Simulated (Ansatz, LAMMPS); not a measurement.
# A frame of liquid (Cs,Li)(F,Cl) from 1000 K (100 atoms): geometry optimisation

How does a frame of liquid (Cs,Li)(F,Cl) from 1000 K (100 atoms) relax, and what do bonds, charges and levels look like afterwards?

Main program and level: Ansatz 0.2.0; Kohn-Sham DFT, PBE, PAW (set soft_2), plane waves.

**1. Starting point**

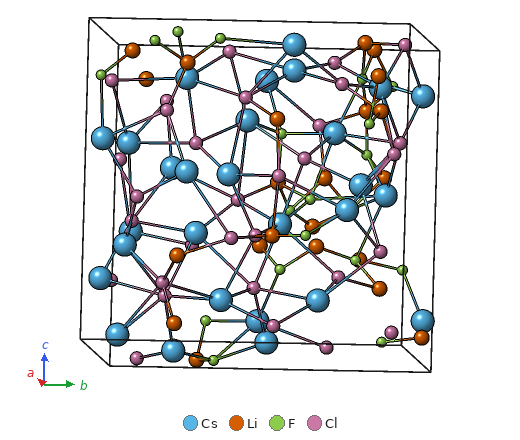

The cell as given, slightly off an axis (caesium blue, lithium orange, fluorine green, chlorine pink). Bonds to atoms that aren't drawn are left out.

The cell holds 100 atoms: 28 Cs, 22 Li, 19 F and 31 Cl. Cell: a = 14.725 Å, b = 14.725 Å, c = 14.725 Å, α = 90.0°, β = 90.0°, γ = 90.0°. 100 atoms (28 Cs, 22 Li, 19 F, 31 Cl) placed at random at 2.77 g/cm³, melted at 1800 K for 10 ps at fixed volume with the Lennard-Jones and Coulomb ion parameters for SPC/E (Joung and Cheatham, J. Phys. Chem. B 112, 9020 (2008)), full charges. Snapshot at the end of a hold of 20 ps at 1000 K and fixed volume.

What the set-up can't give: The starting topology of bonds comes from the classical model. The ion parameters were fitted for water, not for melts, so the starting structure of this cell may lie well off the real melt's. Only the Γ point is sampled, in a cell whose shortest periodic width is 15 Å. No spin–orbit coupling is included, so levels derived from the heavy atoms are approximate.

**2. Single point at the start**

A single point comes first, to see the forces before anything moves.

Input file input.yaml:

```yaml
crystal:
  lattice:
    - [14.7253, 0.0, 0.0]
    - [0.0, 14.7253, 0.0]
    - [0.0, 0.0, 14.7253]
  atoms:
    - { symbol: Cs, position: [0.66933, 0.08386, 0.0431] }
    - { symbol: Cs, position: [0.81213, 0.8015, 0.43284] }
    - { symbol: Cs, position: [0.3144, 0.70994, 0.7119] }
    - { symbol: Cs, position: [0.08607, 0.46398, 0.1415] }
    [... 90 atom lines left out ...]
    - { symbol: Cl, position: [0.61918, 0.89133, 0.32102] }
    - { symbol: Cl, position: [0.75006, 0.76976, 0.82932] }
    - { symbol: Cl, position: [0.45268, 0.71671, 0.91945] }
    - { symbol: Cl, position: [0.41088, 0.93037, 0.98271] }
    - { symbol: Cl, position: [0.8731, 0.59195, 0.52972] }
    - { symbol: Cl, position: [0.37158, 0.18998, 0.79705] }
kpoints:
  mp_grid: { grid: [1, 1, 1] }
hamiltonian:
  xc: pbe
scf:
  occupations: { method: gaussian, width: 0.025 }
output:
  forces: true
  stress: true
  populations: true
  dos:
    method: { smearing: { sigma: 0.08 } }
    de: 0.1
    projected: { site_lists: { Cl: [Cl], Cs: [Cs], F: [F], Li: [Li] } }
  eigenvalues: true
```

The run is started by

```bash
$ ansatz run input.yaml --threads 4 --pin off --max-ram 8192MiB --backend cpu --events-out ev --progress --plain --runs-dir out
```

Wall time 47 s (4 threads of Arm Neoverse V2, shared host); peak memory 4 GiB.

Read from the output:

- free energy: -212262.0997 eV
- free energy per atom: -2122.6210 eV/atom
- SCF cycles: 9
- pressure: 0.5057 GPa
- r.m.s. force component: 0.4277 eV/Å
- longest force: 1.57 eV/Å
- Fermi energy: 3.05 eV
- gap (highest filled to lowest empty level): 3.84 eV
- spilling of the projection: 0.00601

The r.m.s. force component of 0.43 eV/Å and the pressure of 0.51 GPa set the starting point.

Length of the force by element:

```
element  coordination  atoms  mean length of the force (eV/Å)  spread  least  most
     Cl           all     31                            0.671   0.340  0.159  1.57
     Cs           all     28                            0.727   0.288  0.208  1.30
      F           all     19                            0.644   0.334  0.139  1.31
     Li           all     22                            0.612   0.301  0.166  1.37
```

**3. Relaxation**

The atoms are relaxed in the fixed cell, aiming at the force tolerance of the input.

input.yaml, the sections that differ from step 2:

```yaml
output:
  forces: true
relax:
  f_tol: 0.05
  max_steps: 134
# crystal, kpoints, hamiltonian, scf: as in step 2
```

Elapsed: 12 min, on 4 threads; peak memory 3.9 GiB.

Relaxation path (22 of 32):

| step | energy less that of the first step (eV) | largest force component (eV/Å) |
| --- | --- | --- |
| 1 | 0.0000 | 1.3599 |
| 2 | -5.2031 | 1.0884 |
| 4 | -11.0263 | 0.3126 |
| 5 | -12.1209 | 0.2395 |
| 7 | -13.5160 | 0.1743 |
| 8 | -13.9736 | 0.1802 |
| 10 | -14.6026 | 0.1482 |
| 11 | -14.8946 | 0.1181 |
| 13 | -15.3542 | 0.1450 |
| 14 | -15.5628 | 0.1136 |
| 16 | -15.9404 | 0.1124 |
| 17 | -16.0836 | 0.2554 |
| 19 | -16.3280 | 0.1076 |
| 20 | -16.4280 | 0.1129 |
| 22 | -16.5320 | 0.0622 |
| 23 | -16.5320 | 0.0622 |
| 25 | -16.6011 | 0.0677 |
| 26 | -16.6287 | 0.1253 |
| 28 | -16.7144 | 0.1252 |
| 29 | -16.7506 | 0.0888 |
| 31 | -16.7738 | 0.0268 |
| 32 | -16.7738 | 0.0269 |

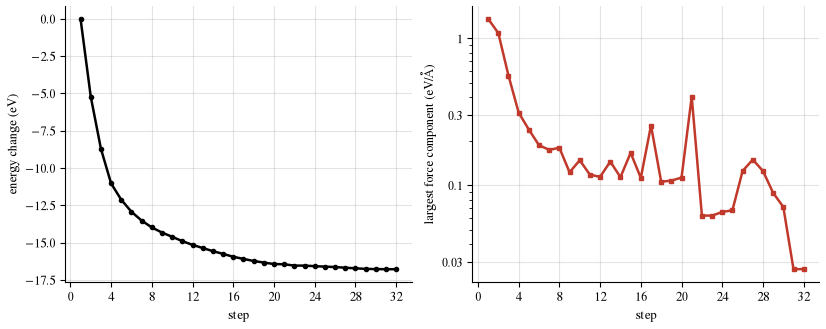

Energy and largest force along the relaxation.

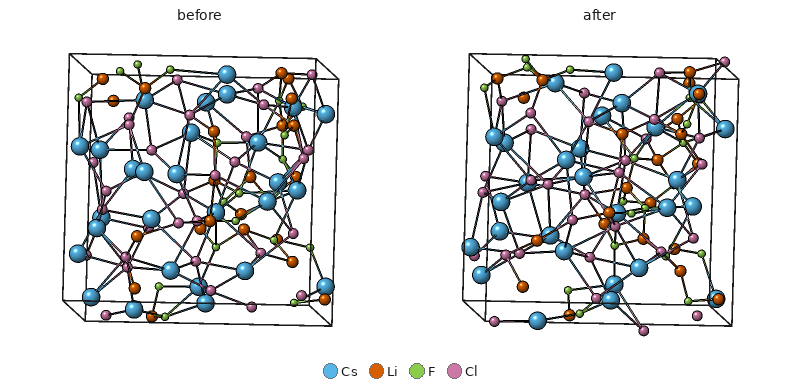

The structure before and after the relaxation, drawn at the same scale. Bonds to atoms that aren't drawn are left out.

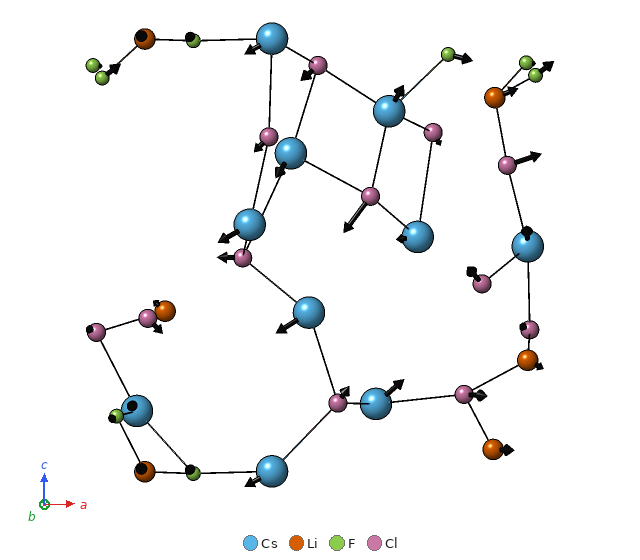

Displacements in the relaxation, scaled; the longest in the cell stands for 2.44 Å. Drawn is a slice 5 Å thick, seen along the normal of the ac plane. Bonds to atoms that aren't drawn are left out.

The atoms that moved most (Å):

```
atom      dx      dy      dz  length
Cl74  -1.463  -0.288  -1.926   2.436
Cl86   1.091  -0.336  -1.518   1.900
Cl76   1.758   0.242   0.553   1.859
Cs28  -0.881   0.124   1.630   1.857
Cl79  -0.706  -1.246   1.062   1.782
Cl93  -0.628   1.399   0.729   1.699
Cs24  -1.427  -0.167  -0.866   1.678
Cs22  -1.373  -0.429  -0.713   1.606
```

The relaxation changed the energy by -168 meV/atom, and atoms moved by 1.0 Å r.m.s., 2.4 Å at most.

**4. Distances and neighbours after relaxation**

Bonds before and after, by the cutoffs listed below:

| pair | bonds before | bonds after | mean before (Å) | mean after (Å) | spread before (Å) | spread after (Å) |
| --- | --- | --- | --- | --- | --- | --- |
| Cl-Cs | 121 | 134 | 3.427 | 3.558 | 0.326 | 0.209 |
| Cl-Li | 32 | 36 | 2.553 | 2.483 | 0.210 | 0.123 |
| Li-F | 51 | 50 | 2.121 | 1.873 | 0.136 | 0.054 |

Density 2.77 g/cm³, 31.93 Å³ an atom.

Pair distribution functions g(r), in bins of 0.2 Å:

| r (Å) | total | Cl-Cl | Cl-Cs | Cl-Li | Cl-F | Cs-Cs | Cs-Li |
| --- | --- | --- | --- | --- | --- | --- | --- |
| 1.70 | 0.24 | 0.00 | 0.00 | 0.00 | 0.00 | 0.00 | 0.00 |
| 1.90 | 3.33 | 0.00 | 0.00 | 0.00 | 0.00 | 0.00 | 0.00 |
| 2.10 | 0.06 | 0.00 | 0.00 | 0.00 | 0.00 | 0.00 | 0.00 |
| 2.30 | 0.46 | 0.00 | 0.00 | 3.36 | 0.00 | 0.00 | 0.00 |
| 2.50 | 0.94 | 0.00 | 0.00 | 5.81 | 0.00 | 0.00 | 0.00 |
| 2.70 | 0.69 | 0.00 | 0.00 | 1.81 | 0.00 | 0.00 | 0.00 |
| 2.90 | 0.75 | 0.00 | 0.00 | 0.00 | 0.00 | 0.00 | 0.00 |
| 3.10 | 0.94 | 0.00 | 0.00 | 0.00 | 1.08 | 0.00 | 0.00 |
| 3.30 | 1.39 | 0.00 | 3.00 | 0.00 | 1.41 | 0.00 | 0.20 |
| 3.50 | 2.56 | 0.21 | 8.79 | 0.15 | 3.34 | 0.00 | 1.18 |
| 3.70 | 1.29 | 0.76 | 2.38 | 0.28 | 2.08 | 0.00 | 1.94 |
| 3.90 | 0.77 | 1.56 | 0.77 | 0.24 | 1.27 | 0.00 | 1.37 |
| 4.10 | 1.02 | 0.64 | 0.43 | 0.77 | 0.76 | 0.95 | 2.70 |
| 4.30 | 0.95 | 1.73 | 0.24 | 0.90 | 0.47 | 1.04 | 1.56 |
| 4.50 | 1.06 | 1.31 | 0.65 | 1.10 | 0.21 | 2.40 | 1.22 |
| 4.70 | 1.18 | 1.92 | 0.20 | 1.27 | 0.78 | 2.66 | 1.11 |
| 4.90 | 1.08 | 2.08 | 0.30 | 2.02 | 0.36 | 1.90 | 0.43 |
| 5.10 | 0.93 | 0.92 | 0.68 | 0.72 | 0.57 | 1.88 | 0.55 |
| 5.30 | 0.91 | 1.50 | 0.41 | 0.73 | 1.15 | 1.17 | 0.66 |
| 5.50 | 0.87 | 0.87 | 0.58 | 0.56 | 1.07 | 0.75 | 0.96 |
| 5.70 | 0.80 | 0.65 | 0.63 | 0.80 | 0.93 | 0.99 | 0.63 |
| 5.90 | 0.91 | 0.76 | 0.71 | 1.01 | 1.31 | 1.12 | 1.07 |
| 6.10 | 1.06 | 1.28 | 0.83 | 1.25 | 1.11 | 1.13 | 0.84 |
| 6.30 | 0.98 | 0.92 | 1.00 | 1.08 | 1.14 | 0.65 | 1.04 |
| 6.50 | 1.07 | 0.75 | 0.90 | 1.06 | 1.42 | 1.15 | 1.02 |
| 6.70 | 1.13 | 1.35 | 1.66 | 1.07 | 1.15 | 0.72 | 0.87 |
| 6.90 | 0.93 | 1.28 | 0.86 | 0.79 | 0.91 | 1.10 | 1.04 |
| 7.10 | 1.14 | 0.63 | 1.48 | 1.48 | 0.85 | 0.96 | 1.06 |

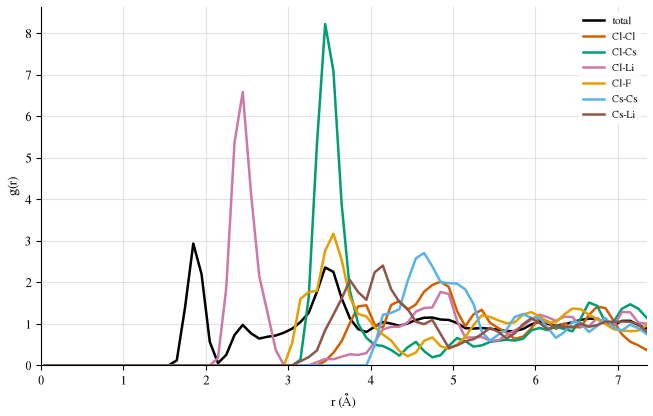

Pair distribution functions, lightly smoothed.

Bonds by pair of elements; cutoffs follow the first minimum of g(r), held within bounds set by covalent radii, and pairs that aren't listed don't count as bonded:

| pair A-B | cutoff (Å) | bonds | mean length (Å) | spread (Å) | shortest (Å) | B about A | A about B |
| --- | --- | --- | --- | --- | --- | --- | --- |
| Cl-Cs | 4.33 | 134 | 3.56 | 0.209 | 3.29 | 4.32 | 4.79 |
| Cl-Li | 3.06 | 36 | 2.48 | 0.123 | 2.30 | 1.16 | 1.64 |
| Cs-F | 3.52 | 26 | 3.03 | 0.179 | 2.79 | 0.929 | 1.37 |
| Li-F | 2.46 | 50 | 1.87 | 0.054 | 1.78 | 2.27 | 2.63 |

The cutoff for Cs-F falls short of the minimum of g(r), so counts run low and odd coordinations can be artefacts.

How many atoms have how many bonded neighbours:

```csv
element,mean,3,4,5,6,7,8
Cl,5.48,0,2,15,11,3,0
Cs,5.71,0,1,10,14,2,1
F,4,2,15,2,0,0,0
Li,3.91,2,20,0,0,0,0
```

Bond angles, per cent of each kind in bins of 5°:

| angle (°) | Cl-Cs-Cl | Cs-Cl-Cs | Cs-Cl-Li | Cl-Cs-F | Cl-Li-F |
| --- | --- | --- | --- | --- | --- |
| 50–55 | 0.0 | 0.0 | 0.0 | 1.0 | 0.0 |
| 55–60 | 1.8 | 0.0 | 0.0 | 2.9 | 0.0 |
| 60–65 | 2.6 | 0.0 | 1.5 | 10.8 | 0.0 |
| 65–70 | 4.1 | 2.5 | 3.8 | 7.8 | 0.0 |
| 70–75 | 4.1 | 4.6 | 8.3 | 7.8 | 0.0 |
| 75–80 | 9.3 | 8.8 | 11.3 | 4.9 | 0.0 |
| 80–85 | 10.4 | 14.7 | 9.8 | 4.9 | 0.0 |
| 85–90 | 10.4 | 11.8 | 15.0 | 2.9 | 11.3 |
| 90–95 | 10.0 | 8.4 | 5.3 | 3.9 | 11.3 |
| 95–100 | 6.3 | 5.5 | 4.5 | 3.9 | 14.5 |
| 100–105 | 4.8 | 5.9 | 4.5 | 3.9 | 8.1 |
| 105–110 | 3.3 | 4.2 | 2.3 | 1.0 | 12.9 |
| 110–115 | 2.2 | 2.9 | 1.5 | 8.8 | 17.7 |
| 115–120 | 3.3 | 5.5 | 4.5 | 4.9 | 4.8 |
| 120–125 | 3.7 | 1.7 | 2.3 | 3.9 | 6.5 |
| 125–130 | 2.6 | 2.5 | 3.0 | 3.9 | 6.5 |
| 130–135 | 2.2 | 2.1 | 2.3 | 8.8 | 1.6 |
| 135–140 | 2.6 | 2.1 | 3.0 | 2.9 | 0.0 |
| 140–145 | 2.2 | 2.5 | 2.3 | 2.9 | 3.2 |
| 145–150 | 4.1 | 2.1 | 3.8 | 2.0 | 1.6 |
| 150–155 | 1.8 | 1.7 | 3.0 | 3.9 | 0.0 |
| 155–160 | 1.5 | 1.7 | 3.0 | 1.0 | 0.0 |
| 160–165 | 4.1 | 5.0 | 0.8 | 0.0 | 0.0 |
| 165–170 | 1.1 | 2.5 | 3.0 | 1.0 | 0.0 |
| 170–175 | 0.7 | 0.8 | 1.5 | 0.0 | 0.0 |
| 175–180 | 0.7 | 0.4 | 0.0 | 0.0 | 0.0 |

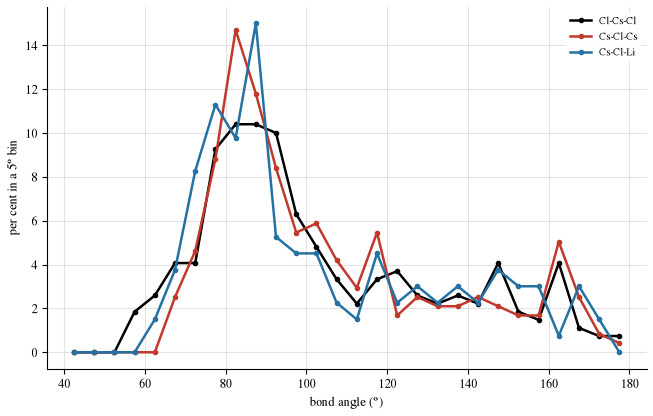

Distributions of the most common bond angles.

Bond angles (no mean is given where the spread exceeds 20°):

```
   angle  count  mean (°)  spread (°)
Cl-Cs-Cl    270         -           -
Cs-Cl-Cs    238         -           -
Cs-Cl-Li    133         -           -
 Cl-Cs-F    102         -           -
 Cl-Li-F     62       107        14.5
```

Bond length by coordination (bonds to H left out):

| element | coordination | atoms | mean bond length (Å) |
| --- | --- | --- | --- |
| Cl | 4 | 2 | 3.34 |
| Cl | 5 | 15 | 3.32 |
| Cl | 6 | 11 | 3.33 |
| Cl | 7 | 3 | 3.38 |
| Cs | 4 | 1 | 3.38 |
| Cs | 5 | 10 | 3.43 |
| Cs | 6 | 14 | 3.49 |
| Cs | 7 | 2 | 3.43 |
| Cs | 8 | 1 | 3.68 |
| F | 3 | 2 | 1.99 |
| F | 4 | 15 | 2.24 |
| F | 5 | 2 | 2.62 |
| Li | 3 | 2 | 1.98 |
| Li | 4 | 20 | 2.14 |

First main peaks of g(r), for some of the pairs, lie near 3.5 Å (Cl-Cs), 2.4 Å (Cl-Li), 3.5 Å (Cl-F) and 4.6 Å (Cs-Cs).

**5. Single point at the relaxed geometry**

The electronic structure is read at the final geometry, in a run of its own.

Input file input.yaml:

```yaml
crystal:
  lattice:
    - [14.7253, 0.0, 0.0]
    - [0.0, 14.7253, 0.0]
    - [0.0, 0.0, 14.7253]
  atoms:
    - { symbol: Cs, position: [0.70769, 0.04525, 0.12864] }
    - { symbol: Cs, position: [0.82767, 0.80234, 0.40624] }
    - { symbol: Cs, position: [0.3354, 0.70006, 0.77174] }
    - { symbol: Cs, position: [0.07477, 0.52609, 0.15309] }
    [... 90 atom lines left out ...]
    - { symbol: Cl, position: [0.65195, 0.89529, 0.29952] }
    - { symbol: Cl, position: [0.75943, 0.73426, 0.76849] }
    - { symbol: Cl, position: [0.46953, 0.72275, 0.98119] }
    - { symbol: Cl, position: [0.415, 0.98042, 0.03494] }
    - { symbol: Cl, position: [0.863, 0.60715, 0.54181] }
    - { symbol: Cl, position: [0.32954, 0.19525, 0.75315] }
kpoints:
  mp_grid: { grid: [1, 1, 1] }
hamiltonian:
  xc: pbe
scf:
  occupations: { method: gaussian, width: 0.025 }
output:
  forces: true
  stress: true
  populations: true
  dos:
    method: { smearing: { sigma: 0.15 } }
    de: 0.1
    projected: { site_lists: { Cl: [Cl], Cs: [Cs], F: [F], Li: [Li] } }
  eigenvalues: true
  write_density: true
  write_potential: true
  volumetric_format: npy
  elf: true
```

It took 51 s on 4 threads; peak memory 4 GiB; 3.3 min of CPU time.

The program notes that the exchange-correlation potential is rough where the density is thin.

Read from the output:

```
free energy                                      : -212278.8735 eV
free energy per atom                             : -2122.7887 eV/atom
SCF cycles                                       : 9
pressure                                         : -0.02805 GPa
r.m.s. force component                           : 0.01094 eV/Å
longest force                                    : 0.03002 eV/Å
Fermi energy                                     : 2.914 eV
gap (highest filled to lowest empty level) : 4.282 eV
spilling of the projection                       : 0.005269
```

Löwdin charges by element (they lack the spilled electrons, 0.035 e an atom on average):

```csv
element,coordination,atoms,mean charge (e),spread,least,most
Cl,all,31,-0.712,0.027,-0.749,-0.658
Cs,all,28,0.848,0.0248,0.815,0.921
F,all,19,-0.774,0.0081,-0.793,-0.762
Li,all,22,0.752,0.0269,0.679,0.806
```

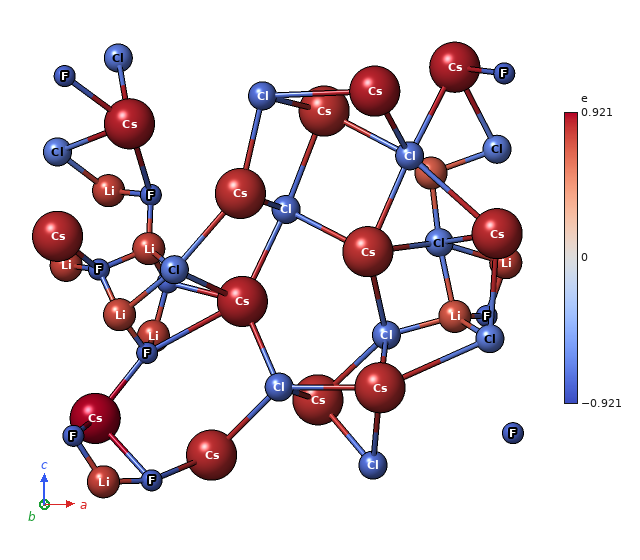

Atoms coloured by Löwdin charge. Drawn is a slice 6 Å thick, seen along the normal of the ac plane. Bonds to atoms that aren't drawn are left out.

Density of states as counts of states in windows of 1 eV (from the Fermi level), total and the larger projections:

```
from (eV)  to (eV)  total   Cl p   Cs p   F p  Cs s  Cl s
      -18      -16    0.0    0.0    0.0   0.0   0.0   0.0
      -16      -15    0.9    0.0    0.0   0.0   0.0   0.8
      -15      -14   59.6    0.0    0.4   0.0   1.7  56.4
      -14      -13    1.4    0.0    0.0   0.0   0.0   1.4
      -13      -10    0.0    0.0    0.0   0.0   0.0   0.0
      -10       -9    1.6    0.0    1.6   0.0   0.0   0.0
       -9       -8  163.3    2.3  158.5   1.1   0.6   0.5
       -8       -7    3.1    0.0    3.0   0.1   0.0   0.0
       -7       -6    0.0    0.0    0.0   0.0   0.0   0.0
       -6       -5   11.6    0.4    0.1  10.6   0.0   0.0
       -5       -4   60.5    3.2    0.4  54.6   0.2   0.0
       -4       -3   95.3   48.7    1.1  41.9   1.3   0.1
       -3       -2  132.5  124.7    2.0   2.7   1.4   0.0
       -2       -1    0.2    0.2    0.0   0.0   0.0   0.0
       -1        1    0.0    0.0    0.0   0.0   0.0   0.0
        1        2    0.3    0.0    0.0   0.0   0.3   0.0
        2        3    6.0    0.2    0.1   0.0   4.2   0.3
        3        4   44.9    1.1    0.3   0.2  15.9   0.8
        4        5   82.2    1.2    0.3   0.4  11.5   0.7
```

Between -26 and -18 eV lie 94 more states.

About 44 of the 668 electrons lie in deeper levels, below the stored range.

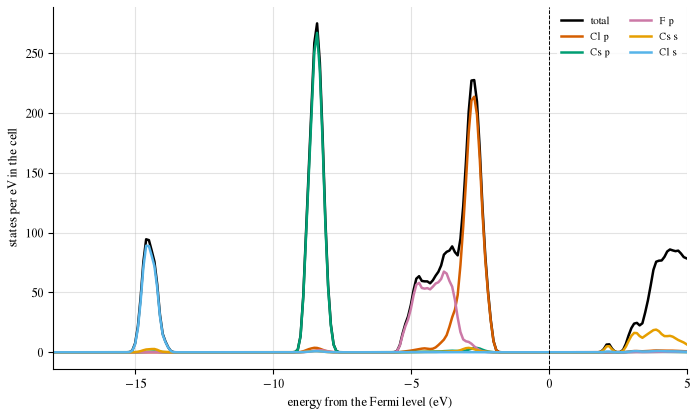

Total and projected density of states, with the broadening of the input.

The levels nearest the highest filled one (over half full), pooled over k-points and spins:

```csv
level less the highest filled one (eV),occupation
-0.174,2
-0.146,2
-0.132,2
-0.0659,2
-0.0166,2
0,2
4.28,0
5.01,0
5.13,0
5.21,0
5.29,0
5.36,0
```

Mean Löwdin charges: Cl -0.71, Cs +0.85, F -0.77, Li +0.75 e (they miss 0.53 % of the electrons, so they add up to more than the cell's charge). The largest share in the top eV of filled states is Cl p (94 % of the projected weight), and in the lowest eV of empty states Cs s (82 % of the projected weight).

1 further run on a deliberately doubtful input is not shown.

**6. What came out**

```json
{
 "energy change in the relaxation": "-167.7 meV/atom",
 "r.m.s. displacement": "1.032 Å",
 "largest displacement": "2.436 Å",
 "free energy per atom": "-2122.7887 eV/atom",
 "pressure": "-0.02805 GPa",
 "r.m.s. force component": "0.01094 eV/Å",
 "gap (highest filled to lowest empty level)": "4.282 eV",
 "wall time of the 4 DFT runs, those left out included": "14 min"
}
```

What this shows: Relaxation lowers the energy by 168 meV/atom and moves atoms by 1.0 Å r.m.s.; the r.m.s. force component goes from 0.43 to 0.011 eV/Å, the pressure goes from 0.51 to -0.028 GPa, and the gap from 3.84 to 4.28 eV. From the first step to the last the energy fell by 16.774 eV, and the largest move was 2.44 Å (Cl74). The Li-F bonds change most in mean length: from 2.121 Å (spread 0.136) to 1.873 Å (spread 0.054), and their number from 51 to 50. Between filled and empty levels lie 4.28 eV (at Γ alone); a semilocal functional tends to put such gaps too low. In a disordered cell it changes from sample to sample and from frame to frame.

Caveats: The network of bonds at the start is that of the classical potential that made the cell; in DFT atoms moved by 1.0 Å r.m.s.

[Logs are printed without paths, hosts, clocks, repeated set-up lines and the standing remarks that a program may print on its own settings, such as how far it seeks lower states.]

[Hosts, paths, dates, database ids (printed as entryN), source tags and the programs' standing remarks are cut or masked in the printed files.]
